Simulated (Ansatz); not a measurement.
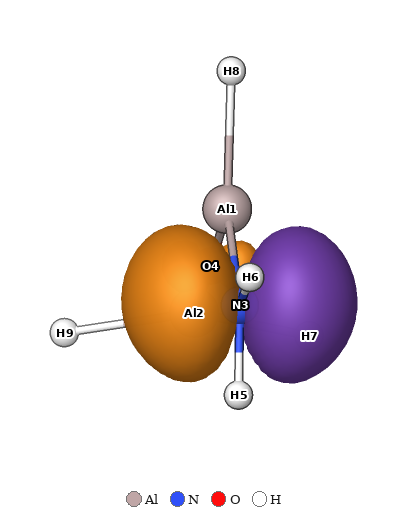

Figure 1: Al$_{2}$H$_{5}$NO (SMILES [NH2][AlH][O][AlH2]). One frontier orbital at ±0.2 Å⁻³ᐟ² (orange and purple are the two phases), seen at an oblique angle.

Geometry: r2SCAN-D4/def2-SVP.

Method: Ansatz, isolated molecule in a Gaussian basis; Kohn-Sham density functional theory, functional PBE0.

```csv
atom,x (Å),y (Å),z (Å)
Al,1.3350,0.4954,0.0203
Al,0.4391,-2.7301,0.6157
N,0.1748,1.6966,-0.5647
O,0.8302,-1.1082,0.3027
H,-0.8081,1.5379,-0.7635
H,0.4074,2.6669,-0.7533
H,-0.0611,-3.1260,2.0680
H,2.8327,0.9262,0.2757
H,0.5782,-3.7871,-0.5589
```

### Which orbital is it: HOMO or LUMO?

The HOMO, at −7.45 eV. It lies mainly on N3 (about 70 %); largely a lone pair of N3.
